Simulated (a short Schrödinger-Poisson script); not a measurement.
System: MOS inversion layer, SiO2 on p-type Si(100), at 300 K.

| layer | material | thickness (nm) | Na (cm⁻³) |
|---|---|---|---|
| 1 | SiO2 | 1.5 | - |
| 2 | Si | 1200 | 1.2e17 |

The device is made up for the run: typed textbook-type constants, with dimensions and the other settings drawn at random. SiO2: permittivity 3.9, conduction-band edge (eV) 3.15, gap (eV) 9, electron mass (mₑ) 0.5. Si: permittivity 11.7, conduction-band edge (eV) 0, gap (eV) 1.124, Nv at 300 K (cm⁻³) 3.1e19.

Channel valleys (confinement mass, in-plane density-of-states mass, number): Δ2 0.916, 0.19, 2; Δ4 0.19, 0.417, 4. At the gate the conduction-band edge of layer 1 lies 3.61 eV − eVg above the Fermi level of the channel; the field vanishes at the back. Gaps are held at their typed values at every temperature. Mesh 0.03 nm at interfaces.

Solved with a short Schrödinger-Poisson script written for these runs: 1D Poisson equation in equilibrium, electrons quantum, Hartree (BenDaniel-Duke, 12 states a valley, the channel's in-plane mass for all, wave functions ending at the dielectric), parabolic valleys, classical holes, full ionisation, no traps, pinning or gate leakage.

Only gate voltages with over 1e8 electrons/cm² are shown.

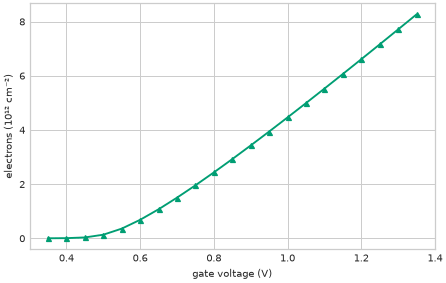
Fig. 1. Sheet density against gate voltage

```csv
Vg (V),electrons (cm⁻²),C (μF/cm²),Δ2 E0 (meV),Δ2 E1 (meV),Δ4 E0 (meV),Δ4 E1 (meV)
0.35,1.01e9,0.114,238.9,277.8,274.8,339.2
0.4,5.86e9,0.136,192.8,232.5,229.4,295.3
0.45,3.18e10,0.256,148.4,189.1,186.0,253.3
0.5,1.32e11,0.581,110.5,152.7,149.5,218.4
0.55,3.56e11,0.943,83.3,127.9,124.6,195.3
0.6,6.82e11,1.18,64.6,112.1,108.8,181.3
0.65,1.07e12,1.33,50.9,101.4,98.2,172.4
0.7,1.50e12,1.43,40.2,93.8,90.5,166.3
0.75,1.96e12,1.50,31.3,87.9,84.7,162.0
0.8,2.43e12,1.56,23.7,83.3,80.0,158.7
0.85,2.92e12,1.60,17.0,79.4,76.2,156.1
0.9,3.43e12,1.63,11.0,76.2,73.0,154.0
0.95,3.94e12,1.66,5.5,73.4,70.2,152.2
1,4.46e12,1.69,0.5,70.9,67.7,150.8
1.05,4.99e12,1.71,-4.3,68.6,65.5,149.5
1.1,5.53e12,1.72,-8.7,66.6,63.5,148.4
1.15,6.07e12,1.74,-13.0,64.8,61.6,147.4
1.2,6.61e12,1.75,-17.1,63.0,59.9,146.5
1.25,7.16e12,1.76,-21.0,61.4,58.4,145.7
1.3,7.71e12,1.78,-24.8,59.9,56.9,145.0
1.35,8.27e12,1.79,-28.4,58.5,55.4,144.4
```

Subbands count from the Fermi level.
